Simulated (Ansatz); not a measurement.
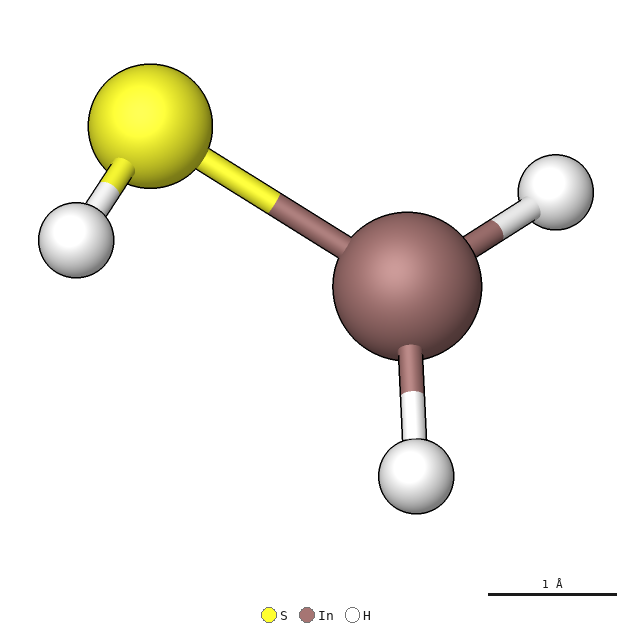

The picture shows a molecular structure as a ball-and-stick model.

Computed geometry: PBE0-D4/def2-TZVP optimisation.

Describe the molecule.

The molecule is H3InS. As SMILES it reads `[SH][InH2]`. The point group is Cs. All atoms lie on one plane. Coordination: 1 S bent; 1 In trigonal planar.

More results for the same structure follow; atom numbers are the same in all pictures, views and colours differ.

## Dipole moment

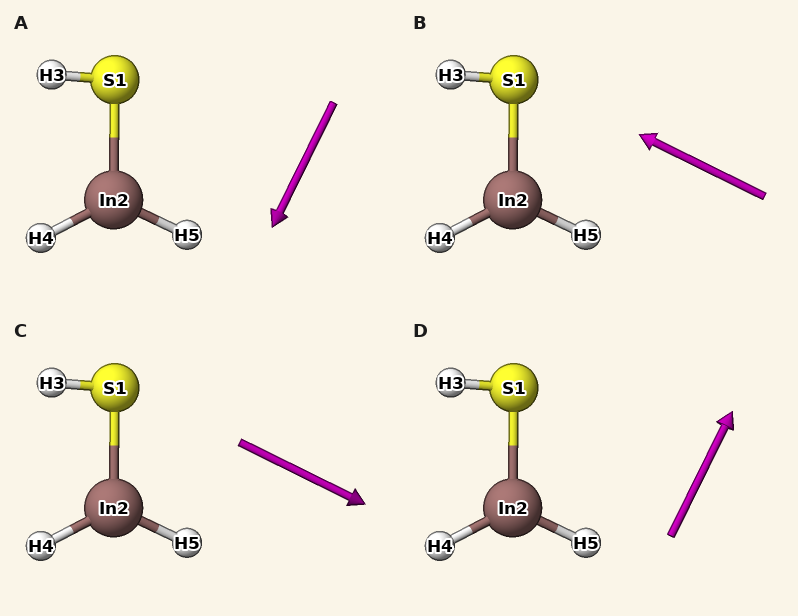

The same molecule four times, each with an arrow. Method: RKS r2SCAN-D4/def2-TZVPP, core potentials on In (Ansatz 0.2.0).

Which arrow points along the dipole moment, from the negative to the positive end?

A. The dipole moment is 1.56 D; it points from the side of S1 to the side of H4 (the outermost atoms at the two ends).

## Electronic properties

Method: RKS HSE06 (plane-wave form)-D4/def2-TZVPP, core potentials on In (Ansatz 0.2.0).

Computed properties:

- HOMO energy (Kohn–Sham orbital): −7.02 eV
- LUMO energy (Kohn–Sham orbital): −2.05 eV
- HOMO–LUMO gap: 4.97 eV

## Vibrations

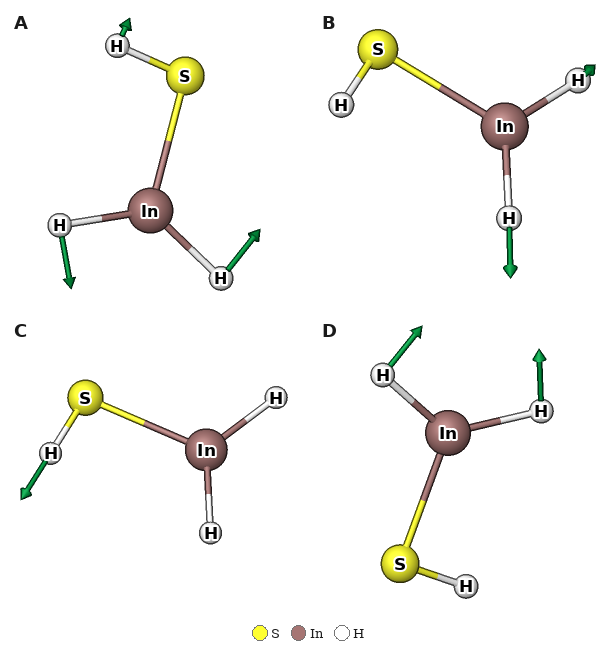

4 normal modes of one molecule or complex, as arrows. Harmonic vibrations computed with RKS PBE0-D4/def2-TZVP, core potentials on In (Ansatz 0.2.0) at a stationary point of the same level.

Match the panels to the wavenumbers 355 cm⁻¹, 576 cm⁻¹, 1850 cm⁻¹, 2718 cm⁻¹.

A: 355 cm⁻¹, H–In–S bending
B: 1850 cm⁻¹, In–H stretching
C: 2718 cm⁻¹, S–H stretching
D: 576 cm⁻¹, angle bending
